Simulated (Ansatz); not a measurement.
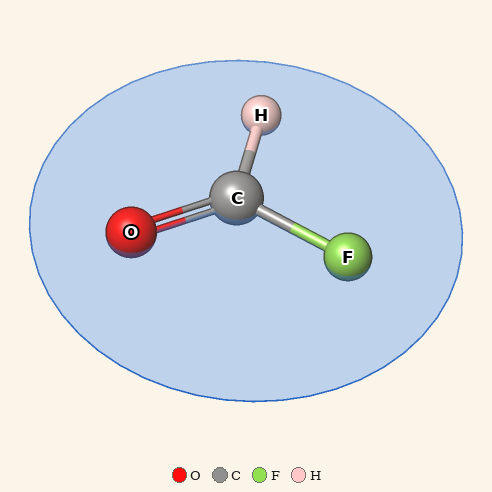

All proper rotation axes (lines) and mirror planes (discs) of the structure are drawn in. Atoms fade into the background with distance from the viewer. The geometry was computed by an optimisation with PBE-D4/def2-SVP. No frequency run is at hand to confirm it as a minimum.

### Name the symmetry elements and the point group.

It has 1 mirror plane. Point group Cs. The group has 2 operations. The geometry is achiral, and symmetry allows a dipole moment.
